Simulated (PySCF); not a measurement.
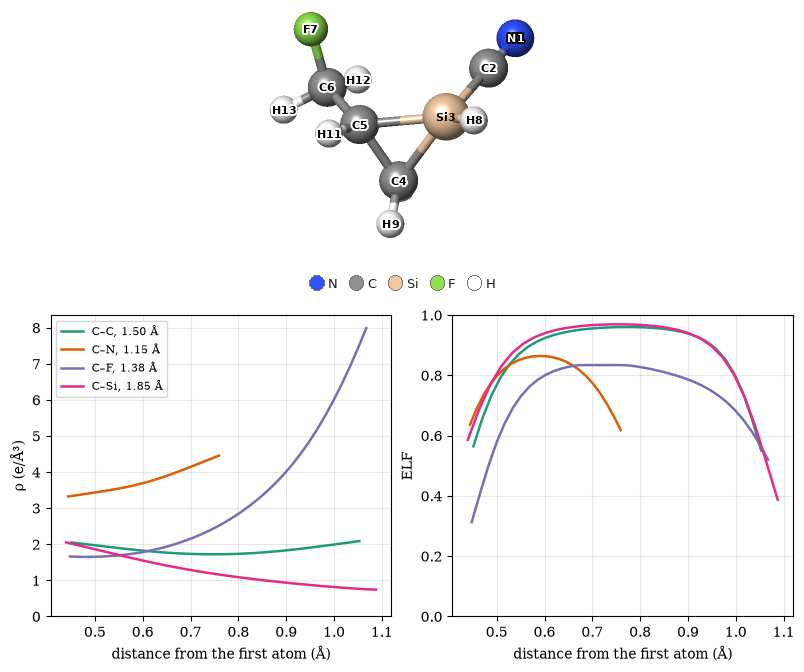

Figure 1: C$_{4}$H$_{6}$FNSi. Electron density and ELF along straight lines between neighbouring atoms. The curves leave out the atomic cores. The structure is drawn too.

Geometry: GFN2-xTB.

The calculation used PySCF 2.14.0, PBE0/pcSseg-1, SCF density, gas phase, non-relativistic.

Input

```
{"job": {"kind": "nmr", "xc": "PBE0", "basis": "pcSseg-1"}, "charge": 0, "multiplicity": 1}
N      2.860289     1.568417     0.707250
C      2.215017     0.651919     0.467636
Si     1.189978    -0.838206     0.073539
C     -0.058743    -0.531503    -1.306162
C     -0.678228    -0.528907     0.100287
C     -1.266247     0.769409     0.580645
F     -1.399924     0.764306     1.951313
H      1.798303    -2.118668     0.361033
H     -0.367368    -1.339447    -1.954419
H     -0.073848     0.419737    -1.821303
H     -1.328438    -1.370128     0.315000
H     -0.622598     1.620081     0.333233
H     -2.272583     0.933476     0.174219
```

Run with:

```sh
OMP_NUM_THREADS=1 python probes_run.py task.json out
```

### What can be read from the curves?

C–C (1.50 Å): the density is about 1.7 e/Å³ at the midpoint; the ELF peaks at about 0.95 between the atoms (a shared electron pair).
C–N (1.15 Å): the density is about 3.6 e/Å³ at the midpoint; the ELF peaks at about 0.85 between the atoms (a multiple bond).
C–F (1.38 Å): ρ at the midpoint is about 2.1 e/Å³, with its minimum of 1.7 e/Å³ about 0.5 Å from C; the ELF peaks at about 0.85 between the atoms: a polar covalent bond.
C–Si (1.85 Å): ρ is about 0.9 e/Å³ halfway; the ELF peaks at about 0.95 between the atoms: a shared electron pair.
